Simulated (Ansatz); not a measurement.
**C₆H₁₇NO₃Zr: how energies converge with the basis set**

Aim: see how fast density functionals converge with the basis set for C₆H₁₇NO₃Zr.

Method: one geometry, several basis sets; program: Ansatz 0.2.0, Gaussian basis.

Plan: PBE0-D4/def2-SVP; ωB97M-V/def2-SVP; PBE0-D4/def2-QZVPP; ωB97M-V/def2-QZVPP; the functionals' def2-TZVPP values are taken from earlier runs.

## Step 1: The relaxed structure

An earlier PBE0-D4 in a triple-zeta def2 set relaxation fixed the geometry. Zr takes the def2 core potential; no spin-orbit term is included.

SMILES `C[O][Zr]([OH])([NH]C(C)(C)C)[O]C`, 28 atoms, charge 0, spin multiplicity 1.

Atoms are counted from 1 here; the program's logs count them from 0.

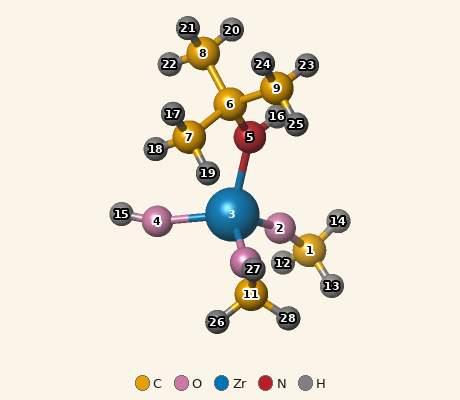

The structure; carbon amber, oxygen pink, zirconium blue, nitrogen red, hydrogen grey; atoms are numbered from 1 in the order of the file.

## Step 2: PBE0-D4 in def2-SVP

Contents of in.yaml:

```yaml
crystal:
  periodic: [false, false, false]
  atoms:
    - {symbol: C, position_ang: [-0.905386, 1.235147, -4.054262]}
    - {symbol: O, position_ang: [-0.773420, 0.709576, -2.777470]}
    - {symbol: Zr, position_ang: [-0.600850, -0.425357, -1.233396]}
    - {symbol: O, position_ang: [-2.207271, -1.480544, -0.943267]}
    - {symbol: N, position_ang: [-0.291243, 0.886990, 0.307277]}
    - {symbol: C, position_ang: [-0.003988, 0.662301, 1.716357]}
    - {symbol: C, position_ang: [0.021771, -0.842592, 1.963570]}
    - {symbol: C, position_ang: [-1.091427, 1.299964, 2.580411]}
    - {symbol: C, position_ang: [1.355620, 1.259421, 2.078148]}
    - {symbol: O, position_ang: [0.903893, -1.625869, -1.385663]}
    - {symbol: C, position_ang: [1.953678, -2.527025, -1.369696]}
    - {symbol: H, position_ang: [-1.875327, 0.968348, -4.489391]}
    - {symbol: H, position_ang: [-0.116835, 0.861112, -4.717324]}
    - {symbol: H, position_ang: [-0.834759, 2.328241, -4.025054]}
    - {symbol: H, position_ang: [-3.042212, -1.804387, -0.622822]}
    - {symbol: H, position_ang: [-0.324466, 1.880274, 0.103795]}
    - {symbol: H, position_ang: [0.220930, -1.063725, 3.014178]}
    - {symbol: H, position_ang: [-0.940806, -1.295416, 1.704466]}
    - {symbol: H, position_ang: [0.804728, -1.321002, 1.367301]}
    - {symbol: H, position_ang: [-1.136575, 2.378600, 2.404461]}
    - {symbol: H, position_ang: [-0.900772, 1.140818, 3.645704]}
    - {symbol: H, position_ang: [-2.067293, 0.876259, 2.333074]}
    - {symbol: H, position_ang: [1.362123, 2.337329, 1.892365]}
    - {symbol: H, position_ang: [1.595400, 1.098652, 3.133275]}
    - {symbol: H, position_ang: [2.140756, 0.806907, 1.468421]}
    - {symbol: H, position_ang: [1.588852, -3.555290, -1.479576]}
    - {symbol: H, position_ang: [2.510892, -2.463944, -0.426279]}
    - {symbol: H, position_ang: [2.653976, -2.324778, -2.188600]}
basis:
  gaussian: {orbitals: def2-SVP}
hamiltonian: {xc: pbe0, dispersion: d4}
output: {orbitals: {seedname: orbitals}}
```

The run is started by

```sh
> ansatz run in.yaml --threads 10 --pin off --events-out ev --progress --plain --max-ram 110592MiB --backend cpu
```

Further steps of the session: ωB97M-V in def2-SVP; PBE0-D4 in def2-QZVPP; ωB97M-V in def2-QZVPP.

**Question.** What will the summary of the whole plan be? Wanted: PBE0-D4: double and triple zeta above quadruple; ωB97M-V: double and triple zeta above quadruple.

As calculated:

| quantity | value |
| --- | --- |
| PBE0-D4: double and triple zeta above quadruple | 17.23, 0.89 eV |
| ωB97M-V: double and triple zeta above quadruple | 17.90, 0.86 eV |

For PBE0-D4 the step from double to triple zeta gains 16.34 eV and the next only 0.89 eV. Total energies overstate the basis error of differences, where much of it tends to cancel. The LUMO of ωB97M-V is positive and keeps falling with the basis (1.38 to 0.72 eV): an unbound level that the basis holds in place.
